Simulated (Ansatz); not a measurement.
```yaml
atoms:
  - { symbol: O, position_ang: [-1.8572, -0.6848, 0.3188] }
  - { symbol: Ta, position_ang: [-0.3900, 0.0532, -0.1440] }
  - { symbol: O, position_ang: [0.9346, -0.7715, 0.9173] }
  - { symbol: Cl, position_ang: [-0.0191, -0.3408, -2.3764] }
  - { symbol: Cl, position_ang: [-0.5087, 2.3056, 0.2914] }
  - { symbol: H, position_ang: [1.8824, -0.6257, 0.9468] }
```

Geometry: PBE0-D4/def2-TZVP; core potentials replace the inner electrons of Ta.

Method: RKS PBE0-D4/def2-TZVPP (Ansatz 0.2.0).

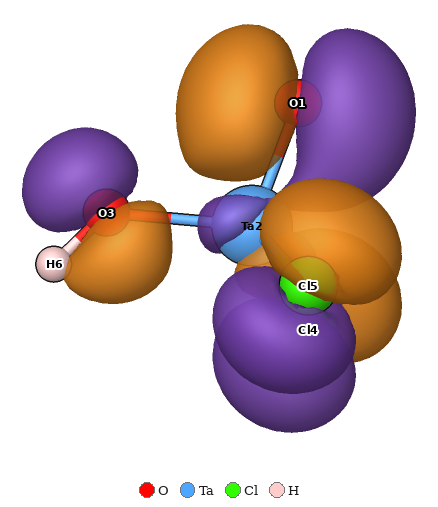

Cl2HO2Ta (SMILES [O]=[Ta]([OH])([Cl])[Cl]). The HOMO−1 at ±0.08 Å⁻³ᐟ² (orange and purple are the two phases), seen from one side.

**Describe this orbital and give its energy.**

Its weight (Hirshfeld) is mainly on O1 (about 45 %), Cl4 (about 15 %), Cl5 (about 15 %), Ta2 (about 10 %) and O3 (about 10 %); largely a combination of lone pairs on O1, Cl4, Cl5 and O3. Its energy is −9.54 eV.
